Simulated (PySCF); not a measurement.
C$_{6}$H$_{11}$OPSi

Input

```
{"job": {"kind": "nmr", "xc": "PBE0", "basis": "pcSseg-1"}, "charge": 0, "multiplicity": 1}
C     -1.569584    -0.955892    -1.268888
Si    -0.741802     0.171155     0.025724
C     -1.426657    -0.190370     1.768222
C     -0.993491     2.008959    -0.416027
C      1.117755    -0.159031     0.065180
C      1.804609    -1.027557    -0.720072
O      3.122231    -1.101872    -0.524247
C      3.504012    -0.265859     0.449516
P      2.258902     0.653545     1.169531
H     -1.188922    -0.763439    -2.266976
H     -1.404270    -2.005566    -1.046992
H     -2.642015    -0.790651    -1.290797
H     -2.467887     0.103660     1.855998
H     -0.863261     0.353222     2.520974
H     -1.360906    -1.247094     2.010304
H     -0.657980     2.225354    -1.425874
H     -2.038678     2.294181    -0.348228
H     -0.430985     2.646831     0.259420
H      1.416067    -1.672318    -1.488410
H      4.557712    -0.266580     0.668604
```

Run with:

```sh
OMP_NUM_THREADS=1 python probes_run.py task.json out
```

Geometry: GFN2-xTB.

All numbers below come from PySCF, PBE0/pcSseg-1, SCF density, gas phase, non-relativistic.

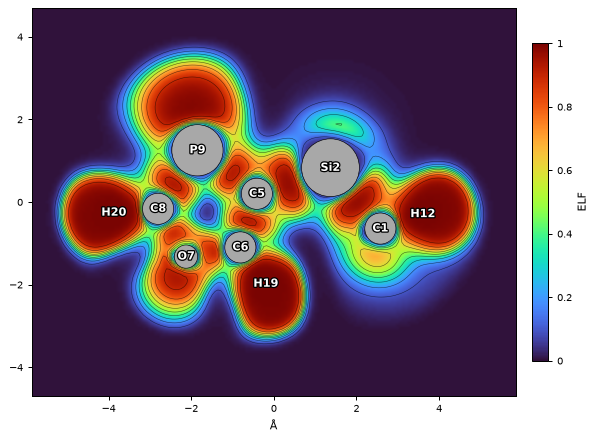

Figure 1. ELF on the plane of atoms C6, O7 and C8. Grey discs cover the atomic cores.

> What do the fields say about this system?

The plane passes through C, Si, O, P and H nuclei. C–O (1.33 Å): the ELF peaks at about 0.90 between the atoms: a shared but strongly polarised pair. C–C (1.36 Å): the ELF peaks at about 0.90 between the atoms: a covalent bond. C–P (1.71 Å): the ELF peaks at about 0.95 between the atoms: localised, covalent bonding. C–Si (1.89 Å): the ELF peaks at about 0.95 between the atoms, as expected for a covalent bond. C–H (1.08 Å): the ELF climbs to about 1 towards the hydrogen, as it does in any bond to H; an ordinary covalent bond to hydrogen. The ELF also peaks beside O7 and P9, away from the bonds: lone-pair regions.

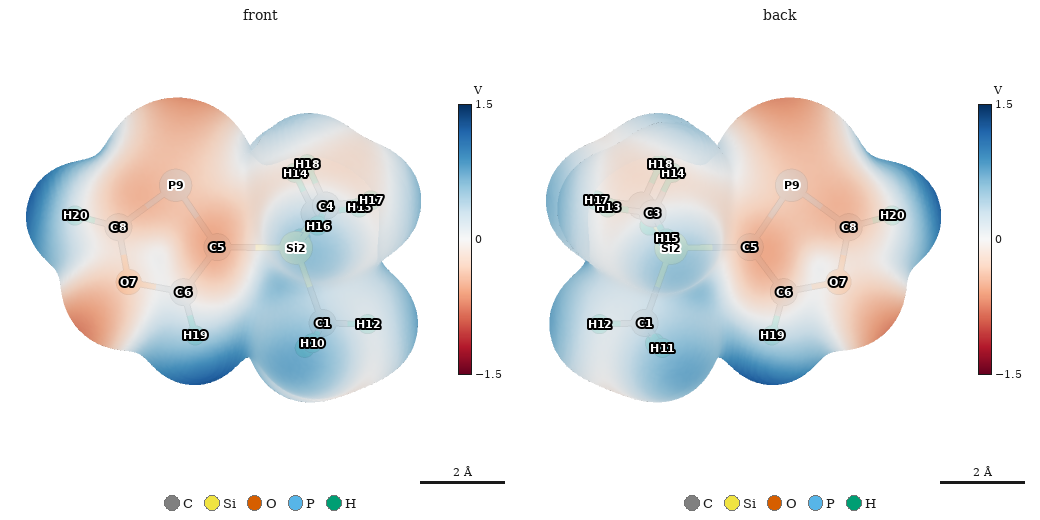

Figure 2. The molecular electrostatic potential painted on the density surface at 0.002 e/bohr³, seen from the front and from behind; red is negative and blue positive.

> Which sites attract a positive test charge, and which a negative one?

A positive charge is drawn to the negative regions and a negative charge to the positive ones. The most negative region (about −0.7 V) lies over O7 and P9, the most positive (about +1.2 V) over H19 and H20.

> What dipole moment does the calculation give?

Its dipole moment is 1.26 D.
